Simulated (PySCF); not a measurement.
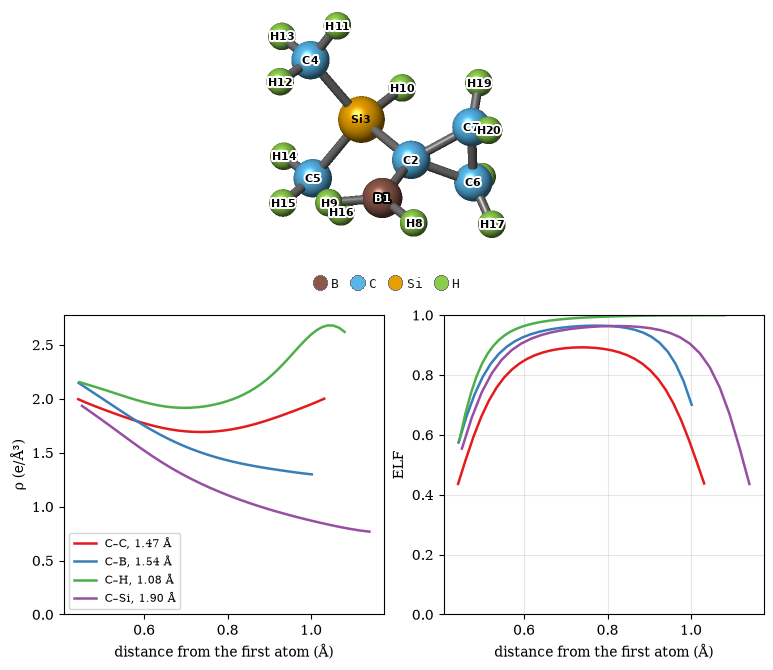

Figure 1: C$_{5}$H$_{13}$BSi (SMILES BC1([SiH](C)C)CC1). Electron density and ELF along straight lines between neighbouring atoms. The curves leave out the atomic cores. The structure is drawn too.

Geometry: GFN2-xTB.

All numbers below come from PySCF 2.14.0, PBE0/pcSseg-1, SCF density, gas phase, non-relativistic.

```xyz
20

B     1.4882   -0.5849    1.2756
C     0.8236    0.3358    0.2342
Si   -0.8907   -0.0651   -0.4785
C    -2.1901   -0.0747    0.9106
C    -0.8443   -1.7535   -1.3530
C     1.7671    1.0566   -0.7301
C     1.1363    1.8280    0.3550
H     2.5509   -0.3262    1.6989
H     0.9490   -1.5506    1.6601
H    -1.2441    0.9832   -1.4617
H    -2.2428    0.8852    1.4154
H    -1.9568   -0.8255    1.6594
H    -3.1786   -0.2955    0.5196
H    -1.8147   -2.0074   -1.7684
H    -0.5643   -2.5427   -0.6618
H    -0.1253   -1.7616   -2.1667
H     2.8227    0.8384   -0.6620
H     1.4180    1.2022   -1.7420
H     0.3422    2.5172    0.1082
H     1.7485    2.1515    1.1840
```

Compare the contacts.

C–C (1.47 Å): ρ at the midpoint is about 1.7 e/Å³; the ELF peaks at about 0.90 between the atoms; a covalent bond.
C–B (1.54 Å): ρ is about 1.5 e/Å³ halfway; the ELF peaks at about 0.95 between the atoms, as expected for a shared electron pair.
C–H (1.08 Å): ρ is about 2 e/Å³ halfway; the ELF climbs to about 1 towards the hydrogen, as it does in any bond to H: a covalent bond by its length.
C–Si (1.90 Å): the density is about 0.92 e/Å³ at the midpoint; the ELF peaks at about 0.95 between the atoms (a shared electron pair).
